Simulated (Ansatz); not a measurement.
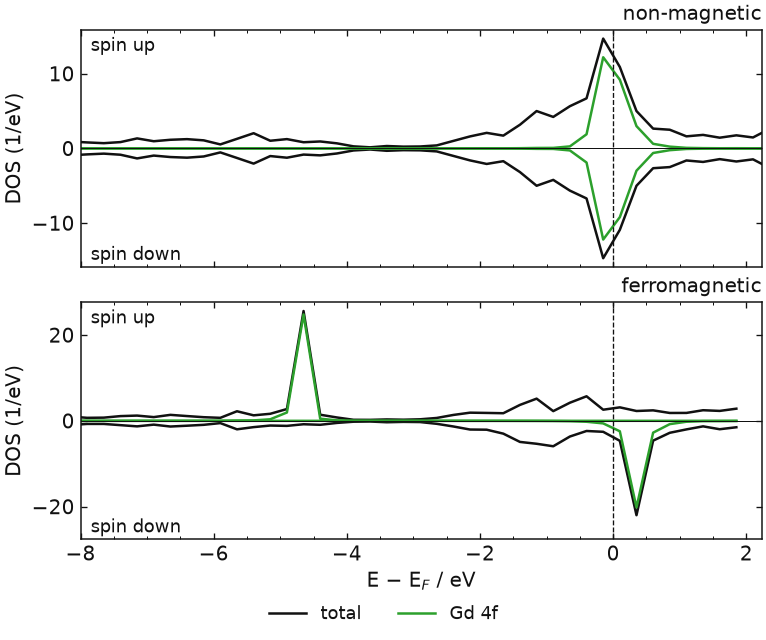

Spin-resolved densities of states of GdTl₅Co, space group P4/mmm (No. 123), 7 atoms in the cell, a structure borrowed from another compound, in two magnetic states on the same cell (spin down negative; each from its own Fermi level; a run without spin polarisation is drawn as two equal halves). Computed with Ansatz: DFT with PBE, PAW plane waves, spin-polarised, 5×5×3 k mesh, cold smearing of 0.011 eV.

**How does the magnetic order change the electronic structure?**

Non-magnetic: metal; ferromagnetic: net moment 6.6 μB, local moments 7.8 μB in all, metal.

**Which of these states is lowest in energy?**

The ferromagnetic one; the non-magnetic state lies 1024 meV an atom higher. Other orders weren't compared here.

The structure was built from a prototype or by substitution, so it need not be a known phase. Spin-orbit coupling is left out, which matters for Tl and Gd.
